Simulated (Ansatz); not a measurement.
# Nudged elastic band of WH5BrCl2O (part 2 of 2)

The same run, continued: WH5BrCl2O; RKS B3LYP-D4/def2-SVP (Ansatz 0.2.0). The run did not end well. It belongs to a series of runs on one base structure; here: band between the two ends.

Geometry of the input (Å):
```
W  -0.4221  -0.2791  -0.0566
O  -0.6129  0.2973  1.6978
H  0.0912  0.5453  2.3228
H  0.9667  -0.5950  -0.9483
H  0.7574  0.9096  -0.0894
H  -1.9964  -0.2812  -0.6522
Cl -0.2006  -2.5582  0.2575
Cl -0.6930  1.1052  -2.0097
Br 2.3348  -0.9947  2.8860
H  1.6498  -2.0198  2.1509
```

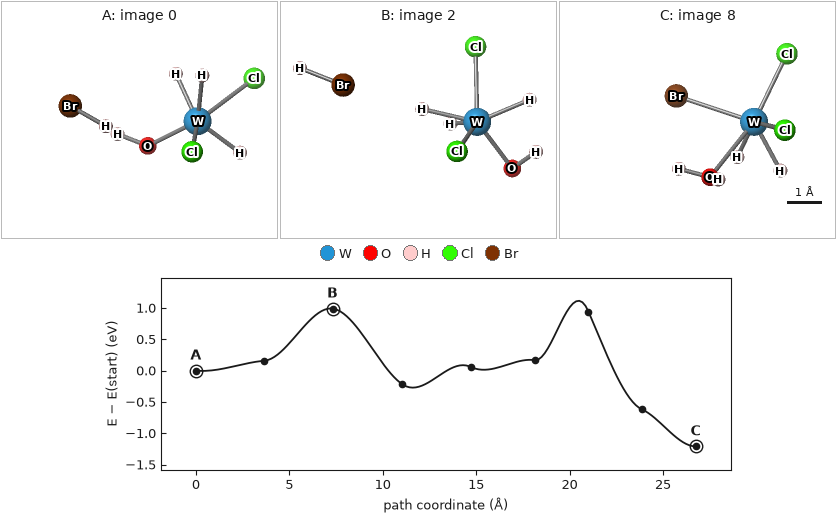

**Figure 1.** Images of the last band (counted from 0; ball-and-stick, seen at a tilt) above the energy along the path; the line is a cubic interpolation that uses the forces. The highest image is number 2, 0.990 eV above the start and 2.199 eV above the end (the climbing image); the end lies 1.209 eV below the start. A further maximum stands at image 6, 0.943 eV from the start. The path is 26.74 Å long. The band had not converged after 59 iterations.

```
Unfinished report: {"positions_ang":[[-0.6440820275852445,-0.10370106025784093,0.42248382848497307],[-2.252986740930453,0.5938439182047905,1.1874147782226299],[-2.621047963279337,0.15762886527833836,0.3276454484817277],[0.9736302890294652,-0.1405942969967705,0.9311763225672312],[0.043934116504403084,1.3033399816075855,1.0669887793932384],[-1.6643983757009568,-0.2607621251119185,-0.9834748925590758],[-0.6058963800907646,-2.2372035110971056,1.2185230272350493],[0.5561809278651594,0.7498506749103714,-1.3965024133585058],[3.3553470453064635,-2.0898146806050266,1.2647709184478915],[4.734218088881263,-1.8431867559324258,1.5197742030848407]],"unchecked":["starts","cluster_reference","orbital_swaps","neighbouring_geometries","increment"],"mean_field":{"relativity":"none","state":{"energy":{"ev":-99031.13607445298,"hartree":-3639.327125021202},"converged":true,"gradient_ev":0.000043554191924902515,"stability":{"kind":"minimum","curvature_ev":15.800627281495316},"curvature_floor_ev":0.00030000000000000003,"spin_squared":4.263256414560601e-14},"others":[],"fillings":{"estimated":0,"unestimated":0,"tried":0,"untried":0,"excluded_magnetic_sites":0},"n_dropped_functions":0,"n_trapped_functions":0,"passes":{"evaluations":4,"products":32},"factors":{"origin":"Cholesky decomposition","count":1440,"bound_ev":0.0010505561673534239},"gradient_stop_ev":0.00009,"reference_kind":"stationary","functional":{"name":"B3LYP","citations":["Stephens, Devlin, Chabalowski & Frisch, J. Phys. Chem. 98, 11623 (1994) doi:10.1021/j100096a001","Becke, Phys. Rev. A 38, 3098 (1988) doi:10.1103/PhysRevA.38.3098","Lee, Yang & Parr, Phys. Rev. B 37, 785 (1988) doi:10.1103/PhysRevB.37.785","Vosko, Wilk & Nusair, Can. J. Phys. 58, 1200 (1980) doi:10.1139/p80-159"],"text":"name \"B3LYP\"\ncite \"Stephens, Devlin, Chabalowski & Frisch, J. Phys. Chem. 98, 11623 (1994) doi:10.1021/j100096a001\"\ncite \"Becke, Phys. Rev. A 38, 3098 (1988) doi:10.1103/PhysRevA.38.3098\"\ncite \"Lee, Yang & Parr, Phys. Rev. B 37, 785 (1988) doi:10.1103/PhysRevB.37.785\"\ncite \"Vosko, Wilk & Nusair, Can. J. Phys. 58, 1200 (1980) doi:10.1139/p80-159\"\nparameter a0 = 0.2\nparameter ax = 0.72\nparameter ac = 0.81\nexchange = (1 - a0 - ax)*slater_x + ax*b88_x + a0*exact_x\ncorrelation = (1 - ac)*vwn_rpa_c + ac*lyp_c\n","parameters":{"a0":{"value":0.2,"default":0.2},"ac":{"value":0.81,"default":0.81},"ax":{"value":0.72,"default":0.72}},"final_grid":{"core_spheres":13.0,"valence_spheres":11.0,"degree":36.0},"final_grid_parameter_source":"default","radial_points_factor":1.0,"radial_grid_error_ev":6.729326096032238e-7,"grid_sensitivity":"normal","grid_sensitivity_ratio":0.0013437628806248659},"unsmoothed_excess_ev":-0.00035364457669568103,"symmetry":{"irreps":["A"],"axes":[[0.9564860221155687,0.23543179041329432,0.17235533516641405],[-0.27257060977008696,0.9317497914952735,0.23989078502117916],[-0.10411413058321738,-0.27643118151052587,0.9553774383465394]],"occupied":[{"A":48},{"A":48}]},"held":{"pivots":1440,"left_out":2,"joined":0},"density_repulsion":{"missed_ev":0.000017684570670462354,"excess_ev":1.1276563057542957e-7,"most_excess_ev":0.0002592,"are_drawn_again":false,"n_first_factors":1440,"energy_change_ev":0.0,"n_dropped_ends":0}},"factors":{"origin":"Cholesky decomposition","count":1440,"bound_ev":0.0010505561673534239},"n_frozen":0,"n_occupied":[48,48],"n_virtual":[91,91],"reference":{"ev":-99031.13607445298,"hartree":-3639.327125021202},"dispersion":{"energy":{"ev":-0.46405121924362874,"hartree":-0.017053567761989623},"switches_in_reach":[]},"total":{"ev":-99031.60012567222,"hartree":-3639.344178588964},"forces_ev_per_angstrom":[[-0.3173441166225017,0.5574412619937242,0.5958012058824735],[0.9179832942785383,-1.1330860595496635,-1.571277971965582],[-1.0538754990896229,0.9155473456013357,1.0961590725736015],[0.12536244436596056,0.02346951611221009,-0.1089784473809145],[-0.08647644381787115,-0.17363355217473542,0.11411823150314773],[0.2881741220340213,-0.2213174463241889,-0.10320363713230199],[0.05395441122373448,-0.0341629890229409,0.08166214498696131],[0.10299658198223209,0.06843652996994101,-0.10494434203329782],[-0.15314488401277143,-0.02450282662569645,-0.012097906239876437],[0.12237008960415251,0.02180822001432577,0.012761649825816524]],"charge_distribution":{"dipole_moment_e_ang":[0.009032858286058343,-0.1406818997771425,0.08685397240194441],"mulliken_charges_e":[0.7564672286199752,-0.31603004218882447,0.19700220949059877,-0.04930812589596445,-0.07278364819366345,-0.14541213857684587,-0.17817536282140622,-0.20711652035398131,-0.09037575845545831,0.10573215837558059],"lowdin_charges_e":[-0.7882728001503736,0.17000376115122773,-0.0036717956377956273,-0.06888853394640226,-0.023265557313274954,-0.06131799572435592,0.38440155001458365,0.33474505735632576,0.07672726232645033,-0.020460948076439722]},"n_threads":4,"memory_gib":4.261363637633622,"seconds":{"hamiltonian":3.589287914,"orbitals":0.0,"second_order":0.0,"solver_start":0.0,"cycles":0.0,"cycle":0.0,"perturbative":0.0,"full_ci_increment":0.0,"forces":0.0}}
this run last wrote the band of iteration 59 to [file]
Error: NEB band did not converge after 59 iterations: max|band force component| = 1.61e0 eV/Å (threshold 5.0e-2); raise `neb.max_iterations` in a new run, which can start from the last band evaluated (`neb.initial_path`, with `crystal.atoms` and `neb.final_atoms` set to its first and last images), add images, or start from endpoints closer to local minima. Where this run's directory can be resumed (`checkpoint.write`), a resume goes on for up to `neb.max_iterations` more; to start a new run from the last band, take its images' positions from the `neb_iteration` event of iteration 59 (`data.images[].positions_ang`), in the event stream of the run that computed that iteration (not this run's, if it was resumed behind it). With `checkpoint.write`, `steps/00-neb/state/checkpoint.json` in the run directory holds the last saved band, under `neb.evaluated.images[].positions_ang` (a band under a hybrid functional on support functions is neither saved nor resumed: `neb.initial_path` says where its path is): check the last entry of `neb.iterations` there, which is earlier than 59 if that iteration was not saved or its write failed. If the band's step has no `state` directory and holds `state.next`, a write was cut short, and the file is under `state.next` instead (behind a loss of power it can be under `state.prev`)
this run wrote the band of iteration 59 to [file] as well, whether or not its events were kept: a new run's `neb.initial_path` can list its `images[].positions_ang`
a run's events are kept only if it was started with --events-out <file>, and are in that file
```

The last band as extended XYZ (Å, eV, eV/Å)
```
10
Properties=species:S:1:pos:R:3:forces:R:3 image=0 energy=-99032.58969
W    -0.4221   -0.2791   -0.0566   -0.0072   0.0010  -0.0129
O    -0.6129    0.2973    1.6978    0.0150  -0.0058   0.0043
H     0.0912    0.5453    2.3228   -0.0106   0.0021  -0.0017
H     0.9667   -0.5950   -0.9483   -0.0019   0.0006   0.0072
H     0.7574    0.9096   -0.0894    0.0005  -0.0010   0.0007
H    -1.9964   -0.2812   -0.6522    0.0047   0.0012   0.0012
Cl   -0.2006   -2.5582    0.2575   -0.0018   0.0032   0.0017
Cl   -0.6930    1.1052   -2.0097    0.0011  -0.0021   0.0032
Br    2.3348   -0.9947    2.8860   -0.0197  -0.0247  -0.0233
H     1.6498   -2.0198    2.1509    0.0199   0.0257   0.0196
10
Properties=species:S:1:pos:R:3:forces:R:3 image=1 energy=-99032.43222
W    -0.6841   -0.2785   -0.0532    0.0175   0.0211   0.0219
O    -1.6391    0.4363    1.3782   -0.0743  -0.0092  -0.0224
H    -1.3897    0.8430    2.2202    0.0851  -0.0107  -0.0021
H     0.9086   -0.7942   -0.1880   -0.0276   0.0069  -0.0030
H     0.4965    0.7443    0.5523    0.0118   0.0115   0.0042
H    -1.7708   -0.0403   -1.3184    0.0084  -0.0092   0.0050
Cl   -0.9450   -2.5286    0.2544    0.0011  -0.0244  -0.0046
Cl    0.2586    0.9897   -1.8705   -0.0061   0.0070  -0.0128
Br    2.8561   -1.5424    1.7533   -0.0048   0.0144   0.0111
H     3.7839   -1.6998    2.8304   -0.0111  -0.0073   0.0027
10
Properties=species:S:1:pos:R:3:forces:R:3 image=2 energy=-99031.59977
W    -0.6441   -0.1037    0.4225   -0.3173   0.5574   0.5958
O    -2.2530    0.5938    1.1874    0.9180  -1.1331  -1.5713
H    -2.6210    0.1576    0.3276   -1.0539   0.9155   1.0962
H     0.9736   -0.1406    0.9312    0.1254   0.0235  -0.1090
H     0.0439    1.3033    1.0670   -0.0865  -0.1736   0.1141
H    -1.6644   -0.2608   -0.9835    0.2882  -0.2213  -0.1032
Cl   -0.6059   -2.2372    1.2185    0.0540  -0.0342   0.0817
Cl    0.5562    0.7499   -1.3965    0.1030   0.0684  -0.1049
Br    3.3553   -2.0898    1.2648   -0.1531  -0.0245  -0.0121
H     4.7342   -1.8432    1.5198    0.1224   0.0218   0.0128
10
Properties=species:S:1:pos:R:3:forces:R:3 image=3 energy=-99032.80640
W    -0.5259   -0.4070    0.1186   -0.3247   0.1418   0.2180
O    -1.8648   -0.0841    1.3344    0.6230  -0.5968  -0.0052
H    -2.5263    0.4077    1.8169   -0.3694   0.3766   0.0507
H     0.7543   -0.7552    1.1385   -0.1289   0.0493   0.0291
H     0.3465    0.9271    0.7236   -0.0470   0.0036  -0.1663
H    -0.8562    1.1834   -0.3153    0.0220   0.2742   0.0520
Cl   -1.0454   -2.7285   -0.0454    0.0630  -0.0205  -0.1580
Cl    0.5084   -0.2286   -1.9042    0.0875  -0.2102  -0.0097
Br    3.6175   -1.0329    0.6370    0.0701  -0.0202   0.0558
H     3.4667   -1.1525    2.0548    0.0045   0.0022  -0.0665
10
Properties=species:S:1:pos:R:3:forces:R:3 image=4 energy=-99032.53023
W    -0.7770    0.0478    0.0926   -0.3619  -0.1285   0.0183
O    -1.0904    1.2295    1.5051    0.6139  -0.5864  -0.5103
H    -0.6705    1.9738    1.9616   -0.3021   0.0845   0.0154
H     0.8627    0.1276    0.2281    0.2331   0.1886   0.3093
H     0.0445    1.2852   -0.6517    0.0251   0.3757  -0.3553
H    -1.5414    1.0839   -1.0484    0.1037  -0.0433   0.3517
Cl   -0.7538   -2.1029    1.0619   -0.2179  -0.0329   0.3182
Cl   -0.2442   -1.0181   -1.8926   -0.0438   0.1281  -0.1306
Br    3.0190   -3.7983    2.5952   -0.0125  -0.2805   0.2401
H     3.0259   -2.6993    1.7072   -0.0376   0.2947  -0.2567
10
Properties=species:S:1:pos:R:3:forces:R:3 image=5 energy=-99032.42251
W    -0.4052   -0.1483   -0.1731    0.5182  -0.7743   0.6598
O    -0.3410    0.2080    1.6709    0.3473  -0.9149  -0.3885
H    -0.6241    1.0341    2.0507   -0.2205   0.6426   0.6114
H     1.2185    0.0451   -0.2884    0.4608   0.0137  -0.3037
H     0.0807    1.3746   -0.6643    0.4353   0.3197   0.1566
H    -1.1215    1.3235    0.1424   -1.1314   0.5163  -0.9858
Cl    0.0819   -2.4374    0.2741   -0.1735  -0.2223   0.0570
Cl   -1.0710   -0.5850   -2.3072   -0.3362   0.4155   0.0452
Br    2.4013   -2.3472    3.0465    0.0186   0.0581  -0.0613
H     1.6553   -2.3382    1.8074    0.0813  -0.0544   0.2092
10
Properties=species:S:1:pos:R:3:forces:R:3 image=6 energy=-99031.64676
W     0.0473   -0.3270   -0.0568   -0.1589  -0.3168  -0.9817
O    -0.5582   -0.7287    1.9203   -0.8913   0.4702  -1.0310
H    -0.4400    0.1681    2.2917   -0.0245  -0.5637   0.7308
H     1.5948   -0.0546   -0.5236    0.4437   0.0490  -0.2007
H     0.3379    1.3141   -0.5114    0.2628  -0.3821   0.3241
H    -0.7629    1.1620    0.3542    0.0431  -0.2921   0.3389
Cl    0.4368   -2.6402   -0.3158   -0.3961   0.0772  -0.2298
Cl   -1.2258   -0.2302   -1.9479    0.3012   0.0004   0.5049
Br    2.1728   -1.2180    2.1992    0.2634   0.5692  -0.4332
H     0.2721   -1.3160    2.1489    0.1565   0.3887   0.9777
10
Properties=species:S:1:pos:R:3:forces:R:3 image=7 energy=-99033.20824
W     0.2979   -0.4589   -0.1124    0.2970   0.0717   0.4045
O    -0.0982   -0.2758    2.0755    0.1946  -0.0247  -0.0202
H    -0.9904   -0.1291    2.4150   -0.0860  -0.1220   0.1071
H     1.4632    0.7931   -0.2386   -0.1302  -0.1556   0.0419
H     0.0885    1.2152    0.0762   -0.0664   0.0345   0.0267
H    -1.2848   -0.0129    0.2497    0.0114  -0.0256  -0.0823
Cl   -0.5254   -2.6860   -0.3782   -0.0910  -0.0242   0.0754
Cl    0.1375   -0.0868   -2.3032   -0.0018   0.1131  -0.4762
Br    2.3346   -1.3783    1.1307    0.0255  -0.0341  -0.1018
H     0.4519   -0.8511    2.6439   -0.1530   0.1669   0.0248
10
Properties=species:S:1:pos:R:3:forces:R:3 image=8 energy=-99033.79914
W     0.2816   -0.3454   -0.1114    0.0008  -0.0297  -0.0078
O    -0.0530   -0.6413    2.1925    0.0064   0.0029  -0.0068
H    -0.6228   -1.4183    2.3247   -0.0022  -0.0018   0.0021
H     0.4958    1.1342    0.6376    0.0048   0.0099   0.0088
H    -0.0936    1.0334   -0.9494   -0.0020   0.0068  -0.0083
H    -1.0714    0.5252    0.3383   -0.0071   0.0014   0.0043
Cl   -1.3354   -2.0471    0.0217    0.0017   0.0063  -0.0003
Cl    0.8602   -0.7796   -2.3021   -0.0001   0.0017   0.0028
Br    2.6179   -0.5119    0.7737    0.0008   0.0037  -0.0002
H     0.7954   -0.8198    2.6330   -0.0032  -0.0011   0.0054
```

What the run reported

| quantity | value |
| --- | --- |
| outcome | not converged |
| barrier, forward (band not converged) | 0.990 eV |
| barrier, backward | 2.199 eV |
| wall time | 24 min (CPU time 1.5 h) |
| peak memory | 0.47 GiB |

The run did not converge: “NEB band did not converge after 59 iterations: max|band force component| = 1.61e0 eV/Å (threshold 5.0e-2); raise `neb.max_iterations` in a new run, which can start from the last band evaluated (`neb.initial_path`, with `crystal.atoms` and `neb.final_atoms` set to its first and last images), add images, or start from endpoints closer to local minima …” Its last values are not results.
